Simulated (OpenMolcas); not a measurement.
Multiconfigurational calculation, with input and output: Ag²⁺ complex

Ag²⁺ with 6 ligands (F; octahedron, 2.173 Å), embedded in NaF by model potentials and point charges, whose field is part of the energies. Computed at this level: state-averaged CASSCF, active space 9 electrons in the shell 4d, basis ANO-RCC-VDZP on the metal and ANO-RCC-VDZP on the ligands, DKH2 scalar Hamiltonian, spin-orbit coupling by RASSI with atomic mean-field integrals (OpenMolcas).

## The program's output (extracts)
```
--- SEWARD ---
Basis set label: AG.ANO-RCC...6S5P3D1F.

      Electronic valence basis set:
      ------------------
      Associated Effective Charge  47.000000 au
      Associated Actual Charge     47.000000 au
      Nuclear Model: Point charge

      Shell  nPrim  nBasis  Cartesian Spherical Contaminant
         s      21       6        X
         p      18       5        X
         d      13       3                 X
         f       6       1                 X
                  Relativistic Douglas-Kroll-Hess integrals:
                    - DKH order of Hamiltonian: 2
                    - DKH order of Properties : 0
                  Atomic mean-field integrals
--- RASSCF ---
Wave function specifications:
      -----------------------------

      Number of closed shell electrons          96
      Number of electrons in active shells       9
      Max number of holes in RAS1 space          0
      Max nr of electrons in RAS3 space          0
      Number of inactive orbitals               48
      Number of active orbitals                  5
      Number of secondary orbitals              98
      Spin quantum number                      0.5
      State symmetry                             1
Orbital specifications:
      -----------------------

      Symmetry species                           1   2
                                                ag  au
      Frozen orbitals                            0   0
      Inactive orbitals                         24  24
      Active orbitals                            5   0
      RAS1 orbitals                              0   0
      RAS2 orbitals                              5   0
      RAS3 orbitals                              0   0
      Secondary orbitals                        46  52
      Deleted orbitals                           0   0
      Number of basis functions                 75  76
      Number of CSFs                             5
      Number of root(s) required                 5
      Iter CI   SX   CI       RASSCF       Energy    max ROT     max BLB   max BLB  Level Ln srch  Step   QN
          iter iter root      energy       change     param      element    value   shift minimum  type update
 Nr of preliminary CI iterations:   1
      Total energies have been shifted. Add                -5000.00 au
        1   1    9    0  -911.01666149    0.00E+00  -6.45E-02   21  55 1 -3.09E-01*  1.36   0.00    SX    NO
        2   1    9    0  -911.58729555   -5.71E-01* -6.28E-02   12  32 2  1.07E-01*  1.10   0.00    SX    NO
        3   1    9    0  -911.64886852   -6.16E-02* -3.94E-02   24  34 2  5.31E-02*  1.03   0.00    SX    NO
        4   1    9    0  -911.66125218   -1.24E-02* -2.49E-02   24  34 2  3.25E-02*  1.01   0.00    SX    NO
        5   1    9    0  -911.66578758   -4.54E-03* -3.21E-02   24  34 2  2.05E-02*  1.00   2.50    LS   YES
        6   1    8    0  -911.66856106   -2.77E-03* -1.13E-02   12  30 1  7.17E-03*  0.98   1.30    QN   YES
        7   1    8    0  -911.66901620   -4.55E-04* -4.66E-03   28  40 1 -2.69E-03*  0.97   1.42    LS   YES
        8   1    7    0  -911.66905992   -4.37E-05*  1.53E-03   28  40 1 -2.46E-03*  0.97   1.02    QN   YES
        9   1    7    0  -911.66911077   -5.09E-05*  7.11E-04   28  40 1 -8.37E-04*  0.97   1.47    LS   YES
       10   1    7    0  -911.66911649   -5.72E-06* -4.20E-04    7  35 2  6.48E-04*  0.97   1.00    QN   YES
       11   1    6    0  -911.66911822   -1.73E-06* -3.38E-04   12  30 1  2.21E-04*  0.97   1.81    LS   YES
       12   1    6    0  -911.66911865   -4.34E-07* -2.12E-04    7  35 2 -3.27E-04*  0.97   1.03    QN   YES
       13   1    6    0  -911.66911891   -2.60E-07* -1.80E-04   28  40 1  6.20E-05   0.97   1.26    QN   YES
       14   1    5    0  -911.66911897   -5.89E-08* -2.70E-04    4  31 1  3.58E-05   0.97   2.50    LS   YES
       15   1    6    0  -911.66911893    4.16E-08* -1.42E-04    7  35 2  9.25E-05   0.97   0.25    LS   YES
       16   1    5    0  -911.66911897   -4.21E-08* -3.86E-05    8  35 1  6.08E-05   0.97   1.47    QN   YES
       17   1    5    0  -911.66911898   -1.11E-08*  1.26E-05   12  32 2  1.53E-05   0.97   1.14    QN   YES
       18   1    4    0  -911.66911898   -1.68E-09  -1.50E-05   12  32 2  7.77E-06   0.97   1.15    QN   YES
      Convergence after 18 iterations
       19   1    4    0  -911.66911898   -3.37E-10  -1.50E-05    4  31 1 -2.68E-06   0.97   1.15    QN   YES
      Natural orbitals and occupation numbers for root  1
      sym 1:   2.000000   2.000000   2.000000   2.000000   1.000000
      Natural orbitals and occupation numbers for root  2
      sym 1:   2.000000   2.000000   1.000000   2.000000   2.000000
      Natural orbitals and occupation numbers for root  3
      sym 1:   1.000000   2.000000   2.000000   2.000000   2.000000
::    RASSCF root number  1 Total energy:  -5911.70065043
::    RASSCF root number  2 Total energy:  -5911.70065043
::    RASSCF root number  3 Total energy:  -5911.64809802
::    RASSCF root number  4 Total energy:  -5911.64809802
::    RASSCF root number  5 Total energy:  -5911.64809802
--- RASSI ---
SPIN-FREE ENERGIES:
  (Shifted by EMIN (a.u.) =      -5911.7006504298)

 SF State       Relative EMIN(au)   Rel lowest level(eV)    D:o, cm**(-1)

     1             0.0000000000        0.0000000000              0.0000
     2             0.0000000000        0.0000000000              0.0000
     3             0.0525524143        1.4300240424          11533.9217
     4             0.0525524143        1.4300240424          11533.9217
     5             0.0525524143        1.4300240424          11533.9217
     Dipole printing threshold changed to   1.00000000E+00
Eigenvalues of complex Hamiltonian:
   -----------------------------------
  (Shifted by EMIN (a.u.) =      -5911.7006504298)

 SO State       Relative EMIN(au)   Rel lowest level(eV)    D:o, cm**(-1)

     1            -0.0016110966        0.0000000000              0.0000
     2            -0.0016110966        0.0000000000              0.0000
     3            -0.0016110966        0.0000000000              0.0000
     4            -0.0016110966        0.0000000000              0.0000
     5             0.0446401956        1.2585617765          10150.9853
     6             0.0446401956        1.2585617765          10150.9853
     7             0.0581196202        1.6253556053          13109.3770
     8             0.0581196202        1.6253556053          13109.3770
     9             0.0581196202        1.6253556053          13109.3770
    10             0.0581196202        1.6253556053          13109.3770
Weights of the five most important spin-orbit-free states for each spin-orbit state.

 SO State  Total energy (au)           Spin-free states, spin, and weights
 -------------------------------------------------------------------------------------------------------
    1        -0.001611       1 0.5  0.5198    2 0.5  0.4532    5 0.5  0.0116    3 0.5  0.0115    4 0.5  0.0039
    2        -0.001611       2 0.5  0.5171    1 0.5  0.4559    4 0.5  0.0140    3 0.5  0.0066    5 0.5  0.0063
    3        -0.001611       2 0.5  0.5491    1 0.5  0.4239    5 0.5  0.0134    3 0.5  0.0101    4 0.5  0.0035
    4        -0.001611       1 0.5  0.5464    2 0.5  0.4266    4 0.5  0.0145    3 0.5  0.0078    5 0.5  0.0046
    5         0.044640       3 0.5  0.3333    5 0.5  0.3333    4 0.5  0.3333    1 0.5  0.0000    2 0.5  0.0000
    6         0.044640       4 0.5  0.3333    3 0.5  0.3333    5 0.5  0.3333    2 0.5  0.0000    1 0.5  0.0000
    7         0.058120       5 0.5  0.6487    3 0.5  0.1653    4 0.5  0.1591    2 0.5  0.0244    1 0.5  0.0026
    8         0.058120       4 0.5  0.4896    3 0.5  0.4834    1 0.5  0.0244    2 0.5  0.0026    5 0.5  0.0000
    9         0.058120       5 0.5  0.6487    3 0.5  0.1653    4 0.5  0.1591    2 0.5  0.0244    1 0.5  0.0026
   10         0.058120       4 0.5  0.4896    3 0.5  0.4834    1 0.5  0.0244    2 0.5  0.0026    5 0.5  0.0000
 -------------------------------------------------------------------------------------------------------
```

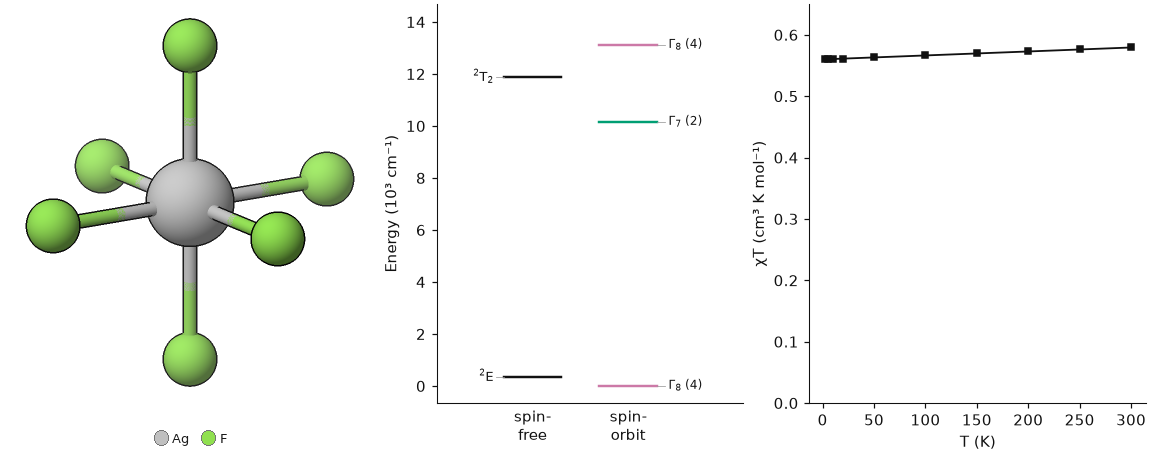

Fig. 1: Ag²⁺ (4d⁹) as a dopant in NaF, a cluster with its 6 nearest F⁻ at 2.173 Å (octahedron) embedded in model potentials and point charges; the geometry was set, not optimised, and its levels and susceptibility. Labels give the representation in O, Td, D4 or D3 as the site allows (double group for half-integer spin) where it could be assigned and, in brackets, the degeneracy; spin-free states, where drawn, share the zero of the spin-orbit levels. Powder susceptibility by Van Vleck's formula. The ground level is Γ₈, 4-fold degenerate, 100 % from states of spin multiplicity 2. The next level lies at 10,200 cm⁻¹ (Γ₇). The lowest spin-free state is ²E; of the same spin there follows at 11,500 cm⁻¹ (²T₂) above it. A ligand-field fit to the spin-free states gives |10Dq| = 11,500 cm⁻¹. χT is 0.560 cm³ K mol⁻¹ at 2 K and 0.579 at 300 K, an effective moment of 2.15 μB. The active orbitals hold 87 to 96 % metal character (Löwdin), and the Mulliken charge of the metal is +1.51.

## The input
```
&GATEWAY
Basis set
Ag.ANO-RCC-VDZP.
Ag1 0.0 0.0 0.0 Angstrom
End of basis
Basis set
F.ANO-RCC-VDZP.
L1 2.173000 0.000000 0.000000 Angstrom
L2 0.000000 2.173000 0.000000 Angstrom
L3 0.000000 0.000000 2.173000 Angstrom
End of basis
Basis set
Na.EMB-AIMP.Seijo.6s3p.1s1p.ECP.NaF.
PseudoCharge
* 3 symmetry-unique lattice sites within 7.6 angstrom
End of basis
Basis set
Na.EMB-AIMP.Seijo.0s.0s.ECP.NaF.
PseudoCharge
* 36 symmetry-unique lattice sites within 7.6 angstrom
End of basis
Basis set
F.EMB-AIMP.Seijo.0s.0s.ECP.NaF.
PseudoCharge
* 31 symmetry-unique lattice sites within 7.6 angstrom
End of basis
Symmetry
XYZ
AngMom=0.0 0.0 0.0
AMFI
RICD
XField
1025 Angstrom 0
* Evjen-weighted lattice charges
&SEWARD
&RASSCF
FileOrb=start.orb
Symmetry=1
Spin=2
nActEl=9 0 0
Inactive=24 24
Ras2=5 0
CIRoot=5 5 1
SDav=5
CIMx=300
Iter=150 100
PrWF=0.3
OrbListing=Nothing
MaxOrb=1
LevShft=1.0
>>> COPY $Project.JobIph JOB001
&RASSI
NrOfJobIphs=1 5
1 2 3 4 5
IphNames
JOB001
EJob
SpinOrbit
DIPRint=1.0
SOCoupling=1000.0
Subsets=2
Property=9
'ANGMOM' 1 'ANGMOM' 2 'ANGMOM' 3 'MLTPL  1' 1 'MLTPL  1' 2 'MLTPL  1' 3
'AMFI' 1 'AMFI' 2 'AMFI' 3
SOProperty=3
'ANGMOM' 1 'ANGMOM' 2 'ANGMOM' 3
```

The file start.orb holds starting orbitals from an earlier step. A driver script formed the levels outside the program, from RASSI's spin-orbit matrix and the active-space energies, averaged over the components of each term or state.

Launched with:
```bash
OMP_NUM_THREADS=1 MOLCAS_MEM=2457 MOLCAS_PROJECT=a pymolcas a.inp > a.log  # once for each step of the input, in one work folder
```

## Key numbers

- outcome: converged
- energy of the lowest spin-free term: −5911.70065 hartree
- energy of the lowest spin-orbit level: −5911.70226 hartree
- largest spread among components of a term: 0.0 cm⁻¹
- hardware: 1 thread of Arm Neoverse V2, 24 GiB of memory available, shared host
- wall time: 10 s
- peak memory: 0.38 GiB

## Remarks

Without dynamic correlation the splittings between terms come out too large, often by 20 to 50 %. Caveats: orbital doublet at a regular site, Jahn-Teller distortion not allowed for; the geometry is set by hand, with no relaxation.
